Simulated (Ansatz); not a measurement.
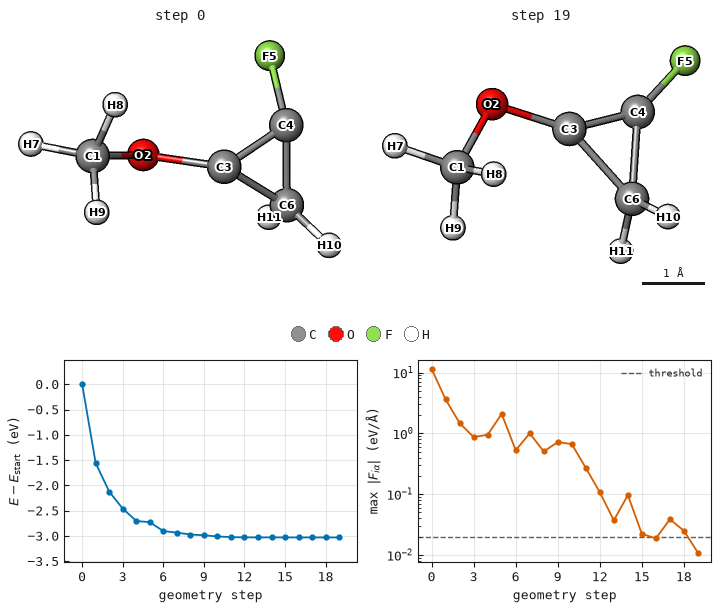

First and last geometry of a relaxation of C4H5FO, with the history of the run. The picture is a ball-and-stick view, seen at a tilt.

The run prepares the start of a later molecular dynamics calculation, from a guessed geometry.

Method: UKS PBE0/STO-3G in Ansatz.

Input file:
```yaml
crystal:
  periodic: [false, false, false]
  atoms:
    - { symbol: C, position_ang: [-0.3869, -0.5352, 1.7623] }
    - { symbol: O, position_ang: [-0.184, -0.7904, 0.3816] }
    - { symbol: C, position_ang: [0.1238, 0.3746, -0.2781] }
    - { symbol: C, position_ang: [-0.3798, 0.7797, -1.3892] }
    - { symbol: F, position_ang: [-1.4428, 0.0223, -1.9316] }
    - { symbol: C, position_ang: [0.9485, 0.4895, -1.4666] }
    - { symbol: H, position_ang: [-0.6712, -1.4213, 2.2615] }
    - { symbol: H, position_ang: [-1.24, 0.2194, 1.8446] }
    - { symbol: H, position_ang: [0.4607, -0.0604, 2.2771] }
    - { symbol: H, position_ang: [1.623, 1.3141, -1.5125] }
    - { symbol: H, position_ang: [1.2141, -0.4492, -1.9284] }
magnetization:
  spin_polarized: true
basis:
  gaussian: { orbitals: STO-3G }
hamiltonian:
  xc: pbe0
relax:
  f_tol: 0.02
  max_steps: 40
```

Run as
```bash
ansatz run input.yaml --threads 1 --pin off --max-ram 2048MiB --backend cpu --events-out ev --progress --plain --runs-dir out
```

**Read the history and describe the run.**

It converged. Over 19 geometry steps the energy falls by 3.030 eV. Largest force component: 11 eV/Å at the start, 0.011 eV/Å at the end. The forces were under the threshold at step 16, but the run went on from there. The largest move after the best rigid fit is that of H8, 1.20 Å. Largest moves by element: H 1.20 Å, F 1.08 Å, O 0.90 Å, C 0.80 Å. Near-neighbour distances that change, for instance: C4–C6 1.362 → 1.519 Å, C3–C6 1.451 → 1.527 Å, C4–F5 1.413 → 1.343 Å, C1–O2 1.419 → 1.470 Å. Among the angles between lasting bonds that change: C3–C4–F5 117.2° → 151.5°, O2–C3–C4 126.5° → 148.8°, O2–C3–C6 126.0° → 147.0°. The run took 61 s on 1 thread of Arm Neoverse V2, on a shared host, peak memory 0.14 GiB.

Limits of the set-up: STO-3G is a minimal basis, so the numbers are rough.
